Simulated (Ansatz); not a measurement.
# SiNH2F (SMILES N[Si]F) at CCSDTQ/STO-3G

What is the energy change on altering one bond length of SiNH2F at CCSDTQ/STO-3G? 

The calculation is run with Ansatz 0.2.0.

69 further runs of the same task are left out: 69 set aside as unsound or not needed.

## 1. Starting point

SiNH2F: 5 atoms, total charge 0, spin state singlet. SMILES: `N[Si]F`. Geometry: relaxed at PBE0-D4/def2-TZVP. This is one conformer, not always the lowest.

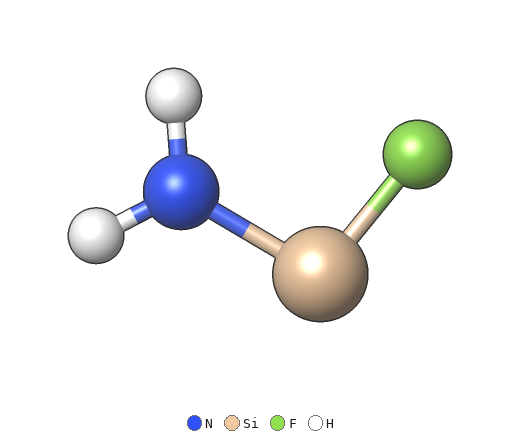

The structure, seen from a chosen angle (nitrogen blue, silicon light orange, fluorine green, hydrogen white).

## 2. A single-point energy at CCSDTQ/STO-3G

The input, run.yaml:

```yaml
crystal:
  periodic: [false, false, false]
  atoms:
    - symbol: N
      position_ang: [-0.421300, 0.240100, -0.331100]
    - symbol: Si
      position_ang: [0.136100, -1.133600, 0.505100]
    - symbol: F
      position_ang: [1.565400, -0.548800, 1.001500]
    - symbol: H
      position_ang: [0.085400, 1.109600, -0.420900]
    - symbol: H
      position_ang: [-1.315700, 0.259100, -0.796000]
basis:
  gaussian:
    orbitals: STO-3G
accuracy: high
scf:
  omitted_lower_state_checks: [cluster_reference, increment]
correlation:
  method: ccsdtq
  frozen_orbitals: {F: 1, H: 0, "N": 1, Si: 5}
```

Command:

```
$ ansatz run run.yaml --threads 1 --pin off --max-ram 2610MiB --events-out events.jsonl --progress --plain --runs-dir runs
```

What it wrote, shortened:

```text
Warning: RAYON_NUM_THREADS=1 ignored (pool sized by the plan → 1); use --threads N
Functional definition: HF
  name "HF"
[...]
383 factors; integrals over basis functions are off by at most 2.9e-8 eV
[...]
mean field -11933.57583069 eV, -438.5508229095 hartree, gradient 5.5e-8 eV, S^2 0.000000; 0 other end points of the search recorded, 0 dependent functions left out
7 core orbitals not correlated: weight in the atoms' cores, before any rotation towards them, 1.000 or more for the frozen orbitals, at most 0.000 for the correlated occupied ones
reference -11933.57583069 eV, -438.5508229095 hartree; 9, 9 occupied and 5, 5 virtual orbitals, 383 factors
second order -2.62075192 eV of doubles, -0.00000000 eV of singles
cycle   1  -2.90410485 eV  change   -2.8e-1 eV  update   1.1e-1
[...]
cycle  25  -3.40943581 eV  change  -1.2e-10 eV  update   1.5e-9
Total energy: -11936.98526650 eV, -438.6761173646 hartree
Checks for a lower state left out: cluster_reference, increment
```

Run time: 9.3 s. Hardware: 1 thread of Arm Neoverse V1, shared host; peak memory 0.15 GiB.

## 3. The distorted shape, same level

The input, in.yaml:

```yaml
crystal:
  periodic: [false, false, false]
  atoms:
    - {symbol: "N", position_ang: [-0.547996, 0.022688, -0.308646]}
    - {symbol: Si, position_ang: [0.009404, -1.351012, 0.527554]}
    - {symbol: F, position_ang: [1.438704, -0.766212, 1.023954]}
    - {symbol: H, position_ang: [0.085400, 1.109600, -0.420900]}
    - {symbol: H, position_ang: [-1.442396, 0.041688, -0.773546]}
basis:
  gaussian:
    orbitals: STO-3G
correlation:
  method: ccsdtq
  frozen_orbitals: {F: 1, H: 0, "N": 1, Si: 5}
accuracy: high
scf:
  omitted_lower_state_checks: [cluster_reference, increment]
```

Command:

```
$ ansatz run in.yaml --threads 1 --pin off --max-ram 2610MiB --events-out events.jsonl --progress --plain --runs-dir runs
```

What it wrote, shortened:

```text
Warning: RAYON_NUM_THREADS=1 ignored (pool sized by the plan → 1); use --threads N
[... 2 set-up lines as earlier in the session ...]
[...]
383 factors; integrals over basis functions are off by at most 4.3e-8 eV
[...]
mean field -11932.42023812 eV, -438.5083556661 hartree, gradient 8.8e-9 eV, S^2 0.000000; 0 other end points of the search recorded, 0 dependent functions left out
7 core orbitals not correlated: weight in the atoms' cores, before any rotation towards them, 1.000 or more for the frozen orbitals, at most 0.000 for the correlated occupied ones
reference -11932.42023812 eV, -438.5083556661 hartree; 9, 9 occupied and 5, 5 virtual orbitals, 383 factors
second order -2.93056120 eV of doubles, -0.00000000 eV of singles
cycle   1  -3.25956949 eV  change   -3.3e-1 eV  update   1.1e-1
[...]
cycle  29  -3.85469266 eV  change    1.5e-9 eV  update  4.1e-10
Total energy: -11936.27493078 eV, -438.6500130085 hartree
Checks for a lower state left out: cluster_reference, increment
```

Wall time 9.9 s (1 thread of Arm Neoverse V1, shared host); peak memory 0.15 GiB.

## 4. Outcome

Level: CCSDTQ/STO-3G, 7 core orbitals frozen.

| quantity | value |
| --- | --- |
| first shape: total energy | -438.67612 Eh |
| first shape: correlation energy (7 core orbitals frozen) | -125.3 mEh |
| first shape: T1 diagnostic | 0.019 |
| distorted shape: total energy | -438.65001 Eh |
| distorted shape: correlation energy (7 core orbitals frozen) | -141.7 mEh |
| distorted shape: T1 diagnostic | 0.021 |
| energy change with the N1–H4 bond stretched from 1.010 to 1.263 Å | 0.710 eV |

With the N1–H4 bond stretched from 1.010 to 1.263 Å the energy rises by 0.71 eV (68.5 kJ/mol). The first shape isn't relaxed at this level, so the change isn't measured from a minimum. The minimal basis adds a large error of its own.
